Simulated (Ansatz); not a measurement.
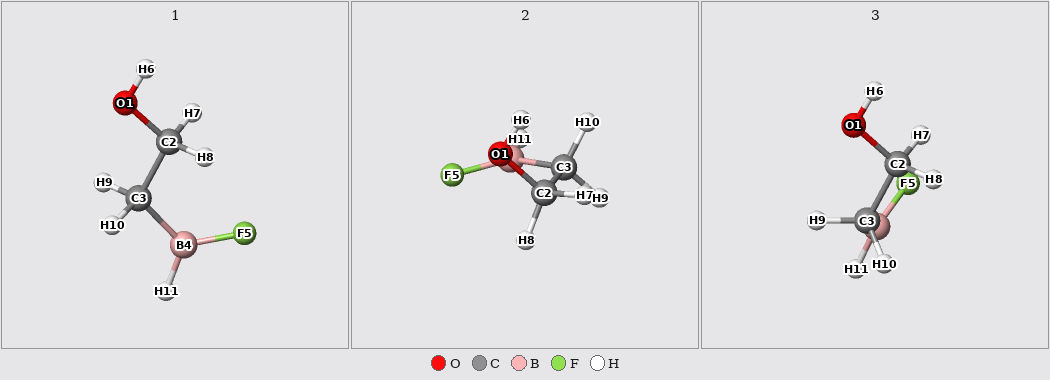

C2H6BFO, SMILES OCCBF. The first coordinate is: dihedral O1–C2–C3–B4; the second: dihedral H6–O1–C2–C3. Nothing is relaxed (all other coordinates rigid). The grid has 18 × 18 points. Points are written as (first, second). All energies are given in kJ/mol relative to the relaxed molecule at the same level. These are results of RHF/def2-TZVP in Ansatz, not measurements.

The numbered pictures are structures from this grid.

Question: Rank them by energy, lowest first.

Answer: 1, at (−180°, −180°): 4.4 kJ/mol; 2, at (−60°, −80°): 12.2 kJ/mol; 3, at (120°, −180°): 18.3 kJ/mol.

The map, with the structures marked:

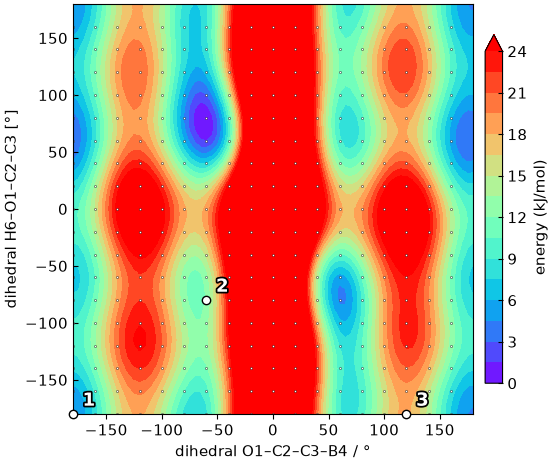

In the figure: filled contours, dots at the grid points, one colour for all values above the top of the scale. Between grid points the surface is interpolated.
